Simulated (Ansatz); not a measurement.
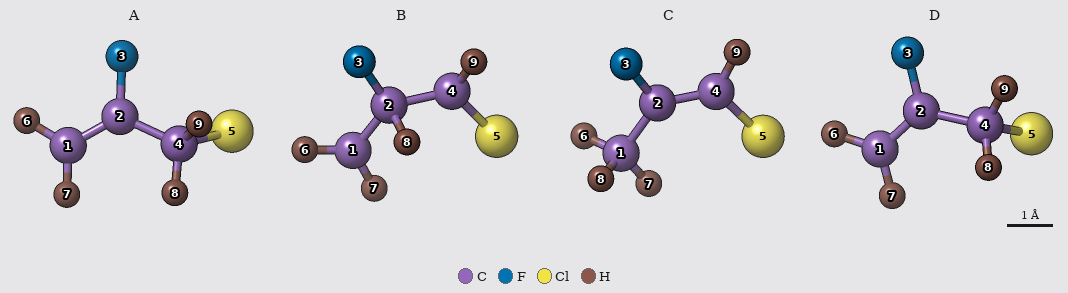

4 geometries from a converged minimum-energy path of C₃H₄ClF, shuffled. The picture is a ball-and-stick view, seen at a tilt.

Theory: UKS PBE/def2-SVP (Ansatz 0.2.0). Set-up: 5 movable images; climbing image; force threshold 0.03 eV/Å; iteration limit 60; starting path through a guess of the saddle point.

Q: One of them is the converged climbing image. Which?

A: B. In order along the path, whose images run from 0 to 6: A (image 0, 0.0 kJ/mol), D (image 1, +7.6 kJ/mol), B (image 3, +309.8 kJ/mol), C (image 6, −15.3 kJ/mol). A hydrogen atom shifts from one atom to another. Breaking: C4–H8 (1.10 → 1.77 at the top → 3.28 Å). Forming: C1–H8 (2.68 → 1.81 at the top → 1.11 Å).

Cost: 10 min on 2 threads of Arm Neoverse N1, on a shared host, peak memory 0.22 GiB.
